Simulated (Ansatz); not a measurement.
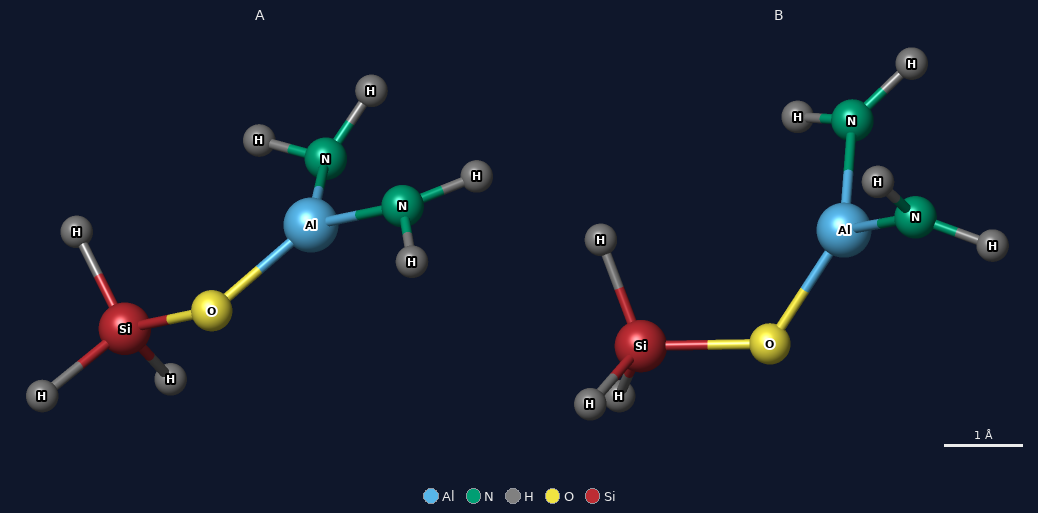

Two geometries of AlSiN2H7O, drawn at one scale. One is the start of a relaxation, the other its converged end. The picture is a ball-and-stick view, seen from a free direction.

The calculation used Ansatz, RKS revPBE-D4/STO-3G. Settings: no spin polarisation; force threshold 0.02 eV/Å; at most 40 steps.

### Which geometry has the lower energy?

Structure A is the relaxed one. The run prepares the start of a later molecular dynamics calculation, from a guessed geometry. An H atom moves most after the best rigid fit: 1.24 Å. Largest moves by element: H 1.24 Å, O 1.19 Å, N 0.51 Å, Al 0.36 Å, Si 0.23 Å. Some distances before and after: Al–N 1.920 → 1.758 Å, Al–O 1.780 → 1.717 Å, O–Si 1.680 → 1.710 Å, H–Si 1.460 → 1.469 Å. Bond angles that change, for instance: H–N–H 120.0° → 105.4°, H–N–H 120.0° → 106.8°, Al–O–Si 125.0° → 115.5°. Groups turn about Al–O by about 65°, O–Si by about 60°. After 25 geometry steps the energy has fallen by 1.639 eV. The largest force component goes from 4.5 to 0.02 eV/Å. The forces were under the threshold at step 21, but the run went on from there. Cost: 75 s on 1 thread of Arm Neoverse V2, with other jobs on the host, peak memory 0.15 GiB.

Limits of the set-up: STO-3G is a minimal basis, so the numbers are rough.
